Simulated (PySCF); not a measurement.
**C₂H₉B₃NO₃P: geometry, NMR shifts and electronic excitations**

Aim: predict the NMR shifts and electronic excitations of C₂H₉B₃NO₃P (`CN(C)B1OBOB(P)O1`).

Computed with PySCF 2.14.0, with density-fitted response routines of our own, on a single molecule in the gas phase. Atoms are numbered from 0 throughout.

**1. Starting geometry**

19 atoms, charge 0, multiplicity 1; geometry from: GFN2-xTB.

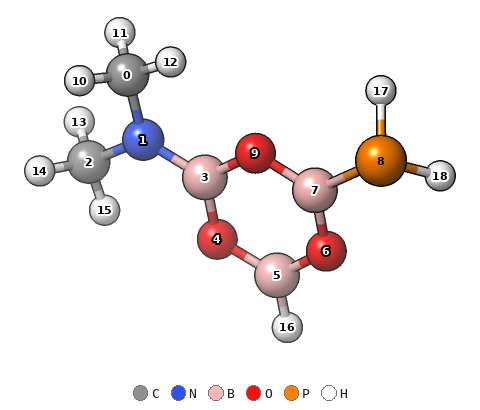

As it starts; carbon grey, nitrogen blue, boron pink, oxygen red, phosphorus orange, hydrogen white, atoms numbered.

**2. Relaxing the molecule at PBE0-D3(BJ)/def2-SVP**

Job settings and geometry (Å):

```
{"job": {"xc": "PBE0", "basis": "def2-SVP", "d3": "d3bj", "grid": 1, "kind": "geom"}, "charge": 0, "multiplicity": 1}
C     -2.034858     1.192618    -0.231864
N     -1.435824    -0.120256    -0.334737
C     -2.393047    -1.173712    -0.593713
B     -0.069778    -0.350831    -0.188901
O      0.453275    -1.632036    -0.293060
B      1.775357    -1.844772    -0.151148
O      2.620963    -0.800618     0.096476
B      2.122459     0.466026     0.200772
P      3.295369     1.897254     0.677448
O      0.801017     0.704276     0.060413
H     -2.764813     1.213673     0.582561
H     -2.547152     1.449836    -1.163765
H     -1.256482     1.923951    -0.034939
H     -2.928131    -0.977969    -1.527650
H     -3.123973    -1.231765     0.218256
H     -1.866535    -2.120377    -0.671062
H      2.211314    -2.926478    -0.243663
H      2.792545     2.819582    -0.218981
H      4.338492     1.520850    -0.144414
```

Log:

```text
step   0  E = -777.25136104  max force = 0.022711
step   1  E = -777.25509344  max force = 0.005696
step   2  E = -777.25521390  max force = 0.000969
step   3  E = -777.25521918  max force = 0.000806
step   4  E = -777.25522668  max force = 0.000348
optimisation converged
```

Run time: 83 s. Hardware: 1 thread, shared host.

Along the way:

| step | energy from step 0 (eV) | largest force component (eV/Å) |
| --- | --- | --- |
| 0 | 0.0000 | 1.1678 |
| 1 | -0.1016 | 0.2929 |
| 2 | -0.1048 | 0.0498 |
| 3 | -0.1050 | 0.0414 |
| 4 | -0.1052 | 0.0179 |

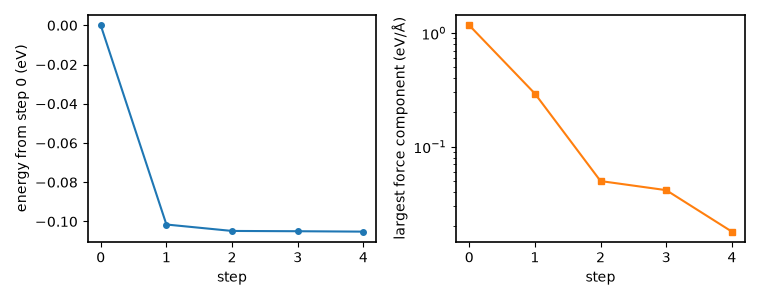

Energy and largest force along the relaxation.

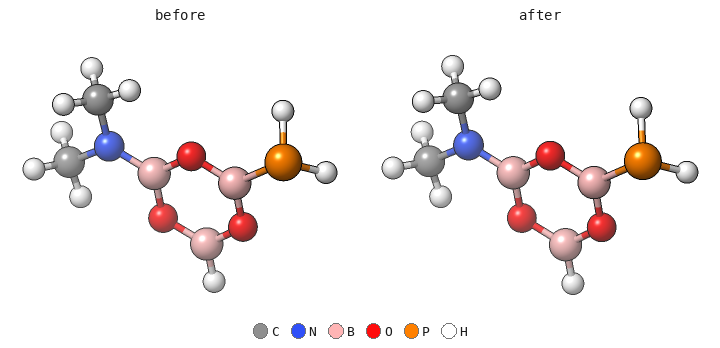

The geometry before (left) and after (right).

Distances of close pairs at the start and the end, largest changes first:

```csv
bond,before (Å),after (Å),change (Å)
P8–H18,1.380,1.423,+0.043
P8–H17,1.381,1.424,+0.043
B5–H16,1.170,1.204,+0.034
B7–P8,1.911,1.926,+0.015
O4–B5,1.347,1.360,+0.013
B7–O9,1.350,1.364,+0.013
O6–B7,1.365,1.377,+0.012
C0–H10,1.094,1.105,+0.011
```

The final coordinates are the input of the step that follows.

```csv
at the end point,value
point group (found at 0.08 Å tolerance),C1
"rotational constants (GHz, main isotopes)","2.071, 0.686, 0.521"
dipole moment (D),2.68
```

**3. NMR shieldings: PBE0/pcSseg-1**

Job settings and geometry (Å):

```
{"job": {"kind": "nmr", "xc": "PBE0", "basis": "pcSseg-1"}, "charge": 0, "multiplicity": 1}
C     -2.078894     1.240460    -0.157408
N     -1.500145    -0.076935    -0.240483
C     -2.433205    -1.141958    -0.510310
B     -0.132038    -0.306027    -0.062514
O      0.391882    -1.591458    -0.138371
B      1.724158    -1.808801     0.027803
O      2.565869    -0.752868     0.282163
B      2.071750     0.530179     0.357367
P      3.245565     1.980809     0.835166
O      0.736466     0.750433     0.191104
H     -2.832672     1.294489     0.648743
H     -2.583930     1.514210    -1.101263
H     -1.298986     1.983732     0.047223
H     -2.962800    -0.973547    -1.465320
H     -3.198136    -1.213692     0.283903
H     -1.904863    -2.101050    -0.570818
H      2.172007    -2.923466    -0.049336
H      2.693340     2.932804    -0.068017
H      4.328471     1.586228    -0.000104
```

Level: GIAO PBE0/pcSseg-1 NMR shielding, non-relativistic, gas phase.

Log:

```text
coarse grid: 16960 points
cycle   1  E = -777.3503628608  dE =  1.487e+00  |g| = 9.772e-01  |ddm| = 3.836e+00
cycle   2  E = -777.1834475254  dE =  1.669e-01  |g| = 1.381e+00  |ddm| = 1.480e+00
cycle   3  E = -777.5190543387  dE = -3.356e-01  |g| = 7.780e-02  |ddm| = 9.571e-01
cycle   4  E = -777.5198894524  dE = -8.351e-04  |g| = 4.912e-02  |ddm| = 9.352e-02
cycle   5  E = -777.5203955155  dE = -5.061e-04  |g| = 1.221e-02  |ddm| = 3.922e-02
cycle   6  E = -777.5204230832  dE = -2.757e-05  |g| = 3.655e-03  |ddm| = 1.055e-02
cycle   7  E = -777.5204254399  dE = -2.357e-06  |g| = 8.323e-04  |ddm| = 2.694e-03
final grid: 160936 points
cycle   8  E = -777.6034328007  dE = -5.619e-05  |g| = 1.094e-02  |ddm| = 3.201e-02
cycle   9  E = -777.6034115090  dE =  2.129e-05  |g| = 1.532e-02  |ddm| = 1.636e-02
cycle  10  E = -777.6034566759  dE = -4.517e-05  |g| = 1.380e-03  |ddm| = 9.671e-03
cycle  11  E = -777.6034570923  dE = -4.164e-07  |g| = 2.203e-04  |ddm| = 1.228e-03
cycle  12  E = -777.6034570994  dE = -7.141e-09  |g| = 1.105e-04  |ddm| = 2.056e-04
cycle  13  E = -777.6034571018  dE = -2.356e-09  |g| = 2.800e-05  |ddm| = 1.028e-04
cycle  14  E = -777.6034571019  dE = -1.442e-10  |g| = 8.422e-06  |ddm| = 2.299e-05
converged SCF energy = -777.6034571019

GIAO shielding tensors (ppm)
atom      isotropic    diamagn.    paramagn.     s11        s22        s33       span
  0 C      148.444     245.771     -97.327    125.696    135.965    183.671     57.975
  1 N      193.233     327.092    -133.859    131.818    213.481    234.402    102.584
  2 C      148.491     243.621     -95.129    125.251    136.175    184.049     58.798
  3 B       82.999     201.749    -118.750     56.330     89.615    103.052     46.722
  4 O      154.146     398.933    -244.787      8.293    122.723    331.422    323.129
  5 B       75.149     196.557    -121.407     60.916     72.080     92.451     31.535
  6 O      112.490     395.162    -282.672    -77.276     98.248    316.497    393.773
  7 B       63.580     198.374    -134.794     27.378     75.394     87.968     60.589
  8 P      570.971     966.601    -395.630    503.003    599.014    610.896    107.893
  9 O      143.605     401.434    -257.829     -1.841    113.676    318.979    320.820
 10 H       28.987      29.257      -0.270     24.970     26.250     35.740     10.770
 11 H       29.006      29.303      -0.297     25.007     26.312     35.700     10.693
 12 H       27.579      31.510      -3.930     21.645     29.032     32.061     10.416
 13 H       29.013      28.175       0.838     24.783     26.423     35.834     11.051
 14 H       28.980      28.162       0.818     24.717     26.372     35.850     11.133
 15 H       27.551      29.728      -2.177     21.871     28.416     32.366     10.495
 16 H       26.880      29.173      -2.293     23.183     26.298     31.158      7.975
 17 H       29.222      29.915      -0.693     24.073     27.709     35.885     11.813
 18 H       29.180      28.535       0.646     24.268     26.939     36.334     12.066
```

Run time: 37 s. Hardware: 1 thread, shared host.

Shifts follow as δ = σ(reference) − σ, with reference shieldings (ppm) from runs at the same level and on the same kind of geometry: 1H TMS 31.27, 13C TMS 184.4, 15N NH3 265.7, 17O H2O 334.6, 31P H3PO4 310.1, 11B BF3·OEt2 100.7. The references are single molecules in the gas phase, so shifts against H2O, NH3, PH3, H3PO4 or CFCl3 are not on the usual liquid scales and can be off by tens of ppm. Atoms listed in one row are averaged.

| atoms | environment | σ (ppm) | δ (ppm) | δ scaled to CDCl3 |
| --- | --- | --- | --- | --- |
| C0, C2 | methyl carbon bonded to N | 148.5 | 35.9 | 34.4 |
| H16 | hydrogen on a boron bonded to 2 O, in a 6-membered ring | 26.88 | 4.39 | – |
| H10, H11, H12, H13, H14, H15 | hydrogen on a methyl carbon bonded to N | 28.52 | 2.75 | 2.82 |
| H17, H18 | hydrogen on a phosphorus bonded to B | 29.20 | 2.07 | – |
| N1 | nitrogen bonded to 2 C, B | 193.2 | 72.4 | – |
| B7 | boron bonded to 2 O, P, in a 6-membered ring | 63.6 | 37.2 | – |
| B5 | boron bonded to 2 O, H, in a 6-membered ring | 75.1 | 25.6 | – |
| B3 | boron bonded to N, 2 O, in a 6-membered ring | 83.0 | 17.7 | – |
| O6 | oxygen bonded to 2 B, in a 6-membered ring | 112.5 | 222.1 | – |
| O9 | oxygen bonded to 2 B, in a 6-membered ring | 143.6 | 191.0 | – |
| O4 | oxygen bonded to 2 B, in a 6-membered ring | 154.1 | 180.4 | – |
| P8 | phosphorus bonded to B, 2 H | 571.0 | -260.8 | – |

The scaled column applies a straight-line fit of computed shieldings to shifts measured in CDCl3 (root-mean-square error 0.21 ppm for H, 2.0 ppm for C).

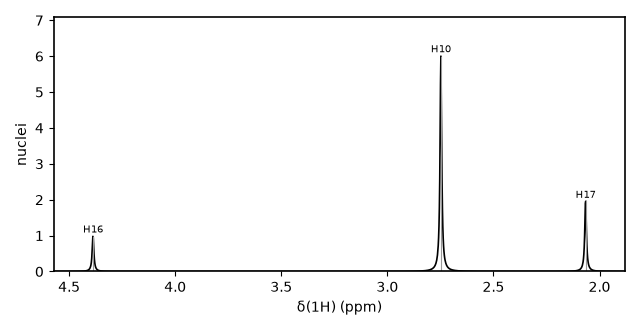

1H lines at the computed shifts, without couplings. Lines are broadened to a width of 0.01 ppm (Lorentzian).

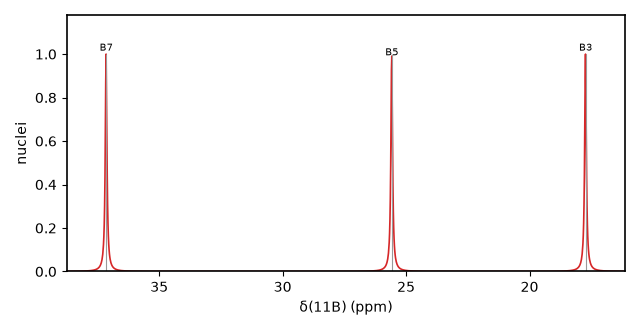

11B lines at the computed shifts, without couplings. Lines are broadened to a width of 0.08 ppm (Lorentzian).

Charges from the same density, by scheme (e):

| atoms | Mulliken | IAO | Hirshfeld | ESP fit |
| --- | --- | --- | --- | --- |
| C0, C2 | -0.09 | -0.29 | -0.06 | -0.37 |
| N1 | -0.64 | -0.25 | -0.12 | -0.18 |
| B3 | 0.72 | 0.50 | 0.27 | 0.75 |
| O4 | -0.51 | -0.44 | -0.22 | -0.59 |
| B5 | 0.51 | 0.41 | 0.25 | 0.68 |
| O6 | -0.49 | -0.44 | -0.23 | -0.52 |
| B7 | 0.47 | 0.35 | 0.22 | 0.56 |
| P8 | -0.15 | 0.05 | -0.01 | -0.33 |
| O9 | -0.51 | -0.44 | -0.22 | -0.49 |

IAO charges:

C0 -0.29; N1 -0.25; C2 -0.29; B3 0.50; O4 -0.44; B5 0.41; O6 -0.44; B7 0.35; P8 0.05; O9 -0.44; H10 0.13; H11 0.13; H12 0.16; H13 0.13; H14 0.13; H15 0.16; H16 0.00; H17 0.00; H18 0.00

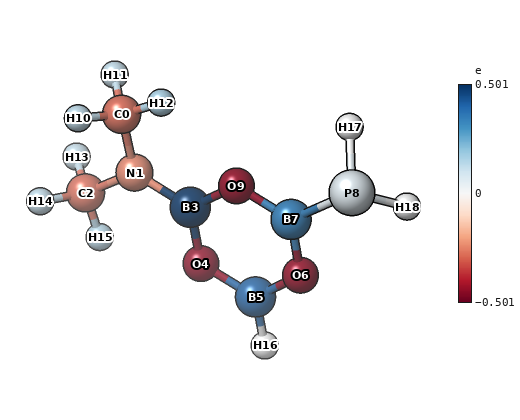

IAO charges, as colours on the atoms.

Mayer bond orders: C0–N1 0.97, N1–C2 0.97, N1–B3 1.21, B3–O4 0.98, O4–B5 1.13, B5–O6 1.07, O6–B7 1.07, B7–P8 1.04, B7–O9 1.12, O9–B3 0.98.

**4. Excited states and response: PBE0/def2-SVPD**

Settings changed since step 3:

```diff
@@ -1,2 +1,2 @@
-{"job": {"kind": "nmr", "xc": "PBE0", "basis": "pcSseg-1"}, "charge": 0, "multiplicity": 1}
+{"job": {"kind": "uv", "xc": "PBE0", "basis": "def2-SVPD", "ip": true}, "charge": 0, "multiplicity": 1}
 C     -2.078894     1.240460    -0.157408
```

Method: TDDFT PBE0/def2-SVPD, vertical, gas phase, core orbitals frozen in the response.

Log:

```text
coarse grid: 16960 points
cycle   1  E = -776.9886818633  dE =  1.410e+00  |g| = 9.322e-01  |ddm| = 1.135e+01
cycle   2  E = -776.8215502352  dE =  1.671e-01  |g| = 1.332e+00  |ddm| = 5.875e+00
cycle   3  E = -777.1522676920  dE = -3.307e-01  |g| = 7.251e-02  |ddm| = 2.856e+00
cycle   4  E = -777.1530099897  dE = -7.423e-04  |g| = 4.646e-02  |ddm| = 5.469e-01
cycle   5  E = -777.1534874628  dE = -4.775e-04  |g| = 1.226e-02  |ddm| = 1.778e-01
cycle   6  E = -777.1535174144  dE = -2.995e-05  |g| = 2.966e-03  |ddm| = 6.560e-02
cycle   7  E = -777.1535191933  dE = -1.779e-06  |g| = 7.119e-04  |ddm| = 9.999e-03
final grid: 160936 points
cycle   8  E = -777.2661206260  dE = -6.188e-05  |g| = 9.983e-03  |ddm| = 4.213e-01
cycle   9  E = -777.2661017614  dE =  1.886e-05  |g| = 1.397e-02  |ddm| = 7.930e-02
cycle  10  E = -777.2661421426  dE = -4.038e-05  |g| = 1.309e-03  |ddm| = 4.132e-02
cycle  11  E = -777.2661425390  dE = -3.964e-07  |g| = 2.173e-04  |ddm| = 7.250e-03
cycle  12  E = -777.2661425468  dE = -7.835e-09  |g| = 1.058e-04  |ddm| = 9.669e-04
cycle  13  E = -777.2661425490  dE = -2.232e-09  |g| = 2.994e-05  |ddm| = 3.453e-04
cycle  14  E = -777.2661425492  dE = -1.794e-10  |g| = 7.842e-06  |ddm| = 1.093e-04
converged SCF energy = -777.2661425492

Static polarisability (au): isotropic 107.880, principal 79.729 109.811 134.099

Singlet excitations
state   eV       nm        f      main configurations
  1   5.8435    212.2   0.01489   H->L 0.99
  2   6.0395    205.3   0.09773   H-1->L 0.93
  3   6.1544    201.5   0.00289   H->L+1 0.88
  4   6.4763    191.4   0.08793   H-1->L+1 0.85
  5   6.7481    183.7   0.30562   H->L+2 0.87
  6   6.8789    180.2   0.01643   H-1->L+2 0.38, H-1->L+4 0.25, H->L+3 0.14
  7   6.9779    177.7   0.03676   H->L+3 0.66, H-1->L+4 0.09
  8   7.0215    176.6   0.04345   H-1->L+2 0.53, H-1->L+4 0.25
  9   7.2537    170.9   0.01267   H->L+5 0.52, H->L+4 0.28
 10   7.3212    169.3   0.01726   H-2->L 0.32, H-1->L+3 0.32, H->L+5 0.09

Triplet excitations (Tamm-Dancoff, eV): 5.0179 5.7574 5.7999 5.8802
Vertical ionisation energy (delta-SCF) = 9.0251 eV
```

It took 3.5 min on 1 thread, shared host.

The orbitals next to the gap, with their largest atomic shares:

```
orbital     eV                      atoms
 HOMO−3  -9.69  O6 38 %, O9 15 %, B5 10 %
 HOMO−2  -9.16  P8 22 %, O4 17 %, O9 17 %
 HOMO−1  -7.41  P8 60 %, B7 12 %, H17 6 %
   HOMO  -7.16    N1 46 %, C2 8 %, C0 8 %
   LUMO  -0.38  B7 24 %, B5 21 %, P8 13 %
 LUMO+1   0.06  B7 24 %, B3 23 %, B5 15 %
 LUMO+2   0.43  B5 19 %, B3 14 %, O6 13 %
```

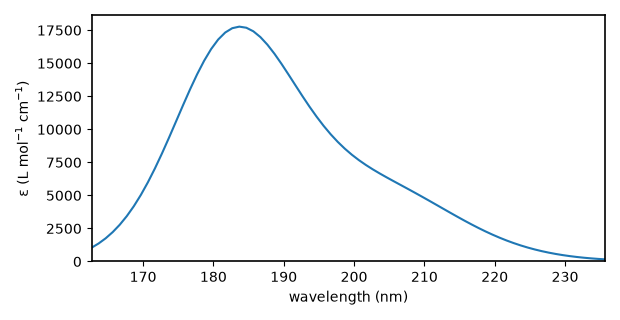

Absorption spectrum: each of the 10 states is a Gaussian band of 0.4 eV half-width at 1/e. Beyond the last state computed it falls off for lack of states.

Further results of this job:

```
           property  computed
  dipole moment (D)      2.50
polarisability (Å³)     15.99
 HOMO–LUMO gap (eV)      6.77
      −ε(HOMO) (eV)      7.16
```

**5. Nuclear shieldings: HF/pcSseg-1**

Settings changed since step 4:

```diff
@@ -1,2 +1,2 @@
-{"job": {"kind": "uv", "xc": "PBE0", "basis": "def2-SVPD", "ip": true}, "charge": 0, "multiplicity": 1}
+{"job": {"kind": "nmr", "xc": "HF", "basis": "pcSseg-1", "pop": false}, "charge": 0, "multiplicity": 1}
 C     -2.078894     1.240460    -0.157408
```

Level: GIAO HF/pcSseg-1 NMR shielding, non-relativistic, gas phase.

Log:

```text
final grid: 160936 points
cycle   1  E = -774.8892954779  dE =  2.291e+00  |g| = 8.613e-01  |ddm| = 3.705e+00
cycle   2  E = -775.0417924516  dE = -1.525e-01  |g| = 4.360e-01  |ddm| = 7.685e-01
cycle   3  E = -775.0748066865  dE = -3.301e-02  |g| = 8.528e-02  |ddm| = 2.682e-01
cycle   4  E = -775.0772332951  dE = -2.427e-03  |g| = 1.685e-02  |ddm| = 1.069e-01
cycle   5  E = -775.0773404119  dE = -1.071e-04  |g| = 4.944e-03  |ddm| = 2.490e-02
cycle   6  E = -775.0773525776  dE = -1.217e-05  |g| = 1.883e-03  |ddm| = 9.123e-03
cycle   7  E = -775.0773543632  dE = -1.786e-06  |g| = 5.201e-04  |ddm| = 3.336e-03
cycle   8  E = -775.0773545521  dE = -1.889e-07  |g| = 1.528e-04  |ddm| = 1.241e-03
cycle   9  E = -775.0773545665  dE = -1.440e-08  |g| = 5.084e-05  |ddm| = 3.437e-04
cycle  10  E = -775.0773545678  dE = -1.293e-09  |g| = 1.676e-05  |ddm| = 1.070e-04
cycle  11  E = -775.0773545679  dE = -1.235e-10  |g| = 5.261e-06  |ddm| = 3.117e-05
converged SCF energy = -775.0773545679

GIAO shielding tensors (ppm)
atom      isotropic    diamagn.    paramagn.     s11        s22        s33       span
  0 C      157.844     241.933     -84.089    139.045    145.874    188.612     49.566
  1 N      219.084     328.112    -109.028    160.246    233.325    263.681    103.435
  2 C      157.886     239.679     -81.793    138.561    146.086    189.011     50.450
  3 B       93.360     198.385    -105.025     67.311     97.441    115.327     48.016
  4 O      194.490     399.810    -205.320     56.484    176.350    350.637    294.153
  5 B       87.305     192.281    -104.976     74.413     86.042    101.461     27.047
  6 O      156.216     396.416    -240.200    -29.707    158.043    340.310    370.017
  7 B       76.670     194.694    -118.024     41.831     89.464     98.715     56.884
  8 P      591.890     964.520    -372.629    527.594    619.178    628.899    101.306
  9 O      184.612     402.533    -217.921     40.700    170.709    342.426    301.726
 10 H       29.490      29.586      -0.096     25.115     26.636     36.719     11.605
 11 H       29.507      29.642      -0.134     25.155     26.694     36.673     11.517
 12 H       28.149      30.887      -2.738     21.799     29.613     33.034     11.235
 13 H       29.512      28.489       1.023     24.935     26.799     36.801     11.866
 14 H       29.481      28.462       1.020     24.879     26.744     36.821     11.943
 15 H       28.108      29.312      -1.204     22.015     29.062     33.247     11.233
 16 H       27.499      29.359      -1.860     23.524     26.601     32.373      8.849
 17 H       29.712      30.286      -0.574     24.393     28.210     36.533     12.139
 18 H       29.672      29.382       0.290     24.583     27.425     37.007     12.424
```

Run time: 19 s. Hardware: 1 thread, shared host.

This run: δ C0 33.0, N1 46.6, B7 38.6, B5 28.0, H16 4.19, H10 2.64 ppm (means over like atoms).

**6. Run by run: NMR shifts**

Shifts (ppm) of some atoms, chosen among heavy atoms and hydrogens apart, means over like atoms, with basis size and wall time:

| run | H16 | H10 | N1 | O6 | O9 | O4 | P8 | functions | time |
| --- | --- | --- | --- | --- | --- | --- | --- | --- | --- |
| PBE0/pcSseg-1 | 4.39 | 2.75 | 72.4 | 222.1 | 191.0 | 180.4 | -260.8 | 222 | 37 s |
| HF/pcSseg-1 | 4.19 | 2.64 | 46.6 | 177.1 | 148.7 | 138.8 | -235.7 | 222 | 19 s |

**7. Results**

```
                                                               quantity                        value
                                                            point group                           C1
                                   rotational constants (main isotopes)         2.07, 0.69, 0.52 GHz
13C shifts against TMS (PBE0/pcSseg-1, means over atoms taken as alike)                     35.9 ppm
 1H shifts against TMS (PBE0/pcSseg-1, means over atoms taken as alike)         4.39, 2.75, 2.07 ppm
                                 15N shifts against NH3 (PBE0/pcSseg-1)                     72.4 ppm
                            11B shifts against BF3·OEt2 (PBE0/pcSseg-1)         37.2, 25.6, 17.7 ppm
                                 17O shifts against H2O (PBE0/pcSseg-1)      222.1, 191.0, 180.4 ppm
                               31P shifts against H3PO4 (PBE0/pcSseg-1)                   -260.8 ppm
                                        lowest singlet (PBE0/def2-SVPD)  5.84 eV (212 nm), f = 0.015
                               brightest single state of those computed  state 5, 6.75 eV, f = 0.306
                                                         lowest triplet                      5.02 eV
                                      vertical ionisation energy (ΔSCF)                      9.03 eV
                                               range of the shift of O6           177.1 to 222.1 ppm
```

What this shows: Relaxing lowered the energy by 0.105 eV in 4 steps; the close pair that moved most is P8–H18, from 1.380 to 1.423 Å. At PBE0/pcSseg-1: Shielding is most anisotropic at O6 (span 394 ppm, paramagnetic term -283 ppm). The first singlet state (HOMO→LUMO 0.99) lies at 5.84 eV and is weak; of the 10 states computed, the strongest absorption comes from state 5 at 6.75 eV. The lowest triplet lies 0.83 eV below the lowest singlet (triplets in Tamm-Dancoff, singlets in full TDDFT). ΔSCF puts the ionisation energy at 9.03 eV, 1.87 eV above −ε(HOMO). Across the 2 runs the shift of O6 moves most, between 177.1 (HF/pcSseg-1) and 222.1 ppm (PBE0/pcSseg-1).
